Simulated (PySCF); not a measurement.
## Electronic structure of C2H16BNSi4 in real space

```yaml
atoms:
  - { symbol: C, position_ang: [3.2502, 0.2670, 0.8911] }
  - { symbol: C, position_ang: [2.4756, 1.2209, -0.0088] }
  - { symbol: Si, position_ang: [1.7614, 0.3551, -1.5517] }
  - { symbol: Si, position_ang: [0.4416, -1.4276, -0.8981] }
  - { symbol: Si, position_ang: [-1.1617, -0.8870, 0.7394] }
  - { symbol: N, position_ang: [-2.3825, -2.1012, 0.5178] }
  - { symbol: B, position_ang: [-1.8744, 0.8873, 0.4186] }
  - { symbol: Si, position_ang: [-3.5208, 1.2701, -0.5724] }
  - { symbol: H, position_ang: [3.6566, 0.7865, 1.7581] }
  - { symbol: H, position_ang: [2.6068, -0.5357, 1.2485] }
  - { symbol: H, position_ang: [4.0798, -0.1810, 0.3476] }
  - { symbol: H, position_ang: [3.1324, 2.0397, -0.3071] }
  - { symbol: H, position_ang: [1.6650, 1.6733, 0.5661] }
  - { symbol: H, position_ang: [2.9004, 0.0286, -2.4232] }
  - { symbol: H, position_ang: [0.9900, 1.3747, -2.2843] }
  - { symbol: H, position_ang: [-0.2124, -2.0108, -2.0815] }
  - { symbol: H, position_ang: [1.2790, -2.5494, -0.4264] }
  - { symbol: H, position_ang: [-0.4758, -1.0788, 2.0529] }
  - { symbol: H, position_ang: [-3.2711, -2.0081, 0.9824] }
  - { symbol: H, position_ang: [-2.1183, -3.0723, 0.4965] }
  - { symbol: H, position_ang: [-1.1977, 1.7966, 0.7361] }
  - { symbol: H, position_ang: [-4.1692, 2.5566, -0.2524] }
  - { symbol: H, position_ang: [-3.2594, 1.3293, -2.0235] }
  - { symbol: H, position_ang: [-4.6072, 0.2861, -0.4164] }
```

Geometry: GFN2-xTB.

All numbers below come from PBE0/pcSseg-1, SCF density, gas phase, non-relativistic in PySCF 2.14.0.

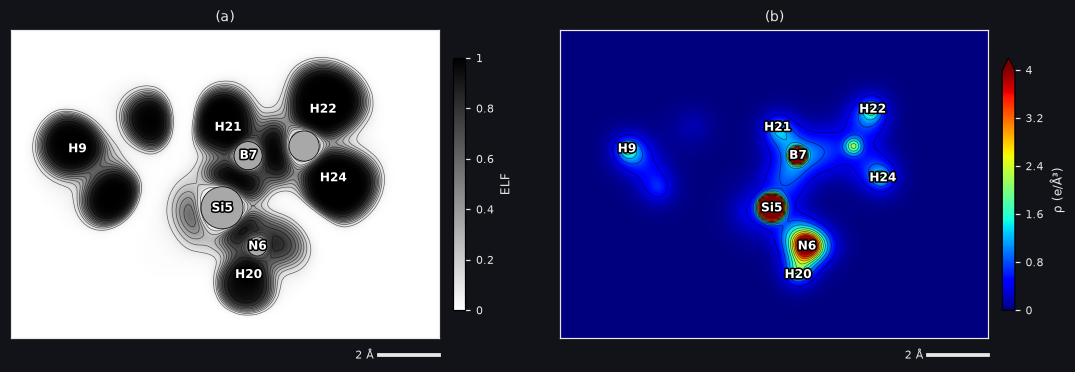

Figure 1. (a) ELF; (b) total electron density on the plane of atoms N6, Si5 and B7. Grey discs cover the atomic cores in the ELF map.

Read the bonding off the picture.

Answer. The section cuts through Si, N, B and H sites.
Si–N (1.74 Å): the density is about 1.1 e/Å³ at the midpoint; the ELF peaks at about 0.90 between the atoms, as expected for a shared but strongly polarised pair.
Si–B (1.94 Å): ρ at the midpoint is about 0.86 e/Å³; the ELF peaks at about 1 between the atoms; a covalent bond.
N–H (1.01 Å): the density is about 2.8 e/Å³ at the midpoint; the ELF climbs to about 1 towards the hydrogen, as it does in any bond to H; a covalent bond by its length.

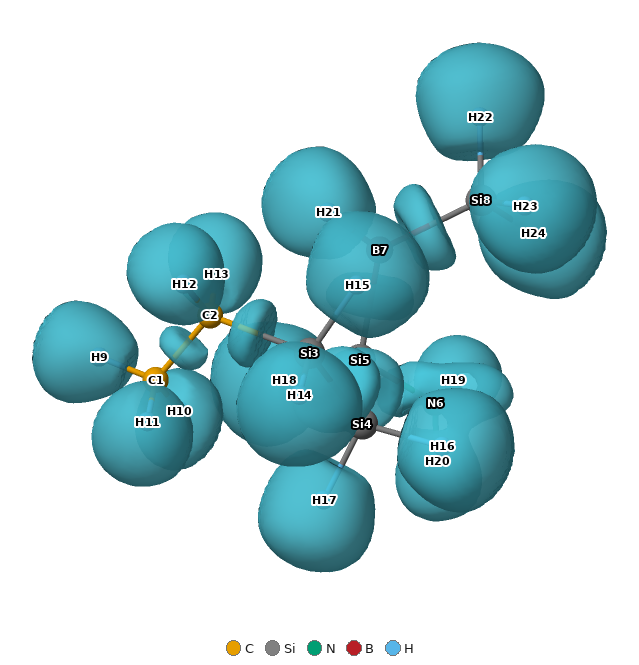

Figure 2. Isosurface of the electron localisation function at 0.8 (cyan), seen at an oblique angle. Core shells and regions of very low density are left out.

Identify the bonds, lone pairs and shells in this picture.

Answer. The ELF exceeds this value in two regions between bonded B–Si atoms (shared pairs), one region between bonded C–C atoms (shared pairs), one region between bonded C–Si atoms (shared pairs), two regions between bonded Si–Si atoms (shared pairs), 14 regions around hydrogen nuclei and one joined region spread over several atoms (H, N), in which their bonds and any lone pairs are merged.


C–C (1.52 Å): the ELF peaks at about 0.95 between the atoms; a covalent bond.

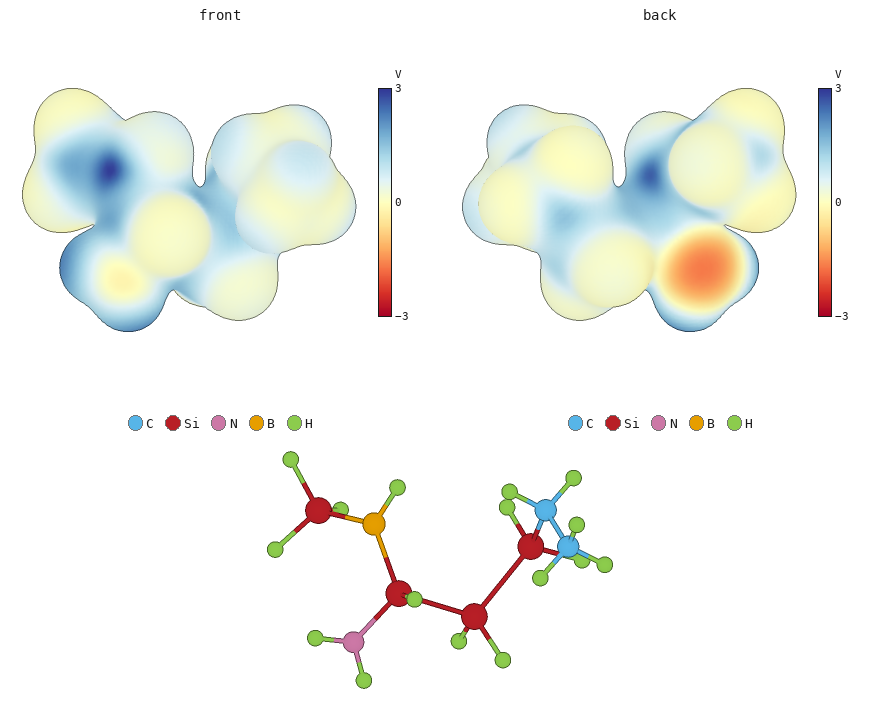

Figure 3. The electrostatic potential painted on the density surface at 0.004 e/bohr³, seen from the front and from behind; red is negative and blue positive. The bare structure is drawn below in the same view.

Where is the surface potential most negative and most positive?

Answer. The most negative region (about −1.6 V) lies over N6, the most positive (about +2.5 V) over B7. N6 is the likeliest acceptor of a hydrogen bond.
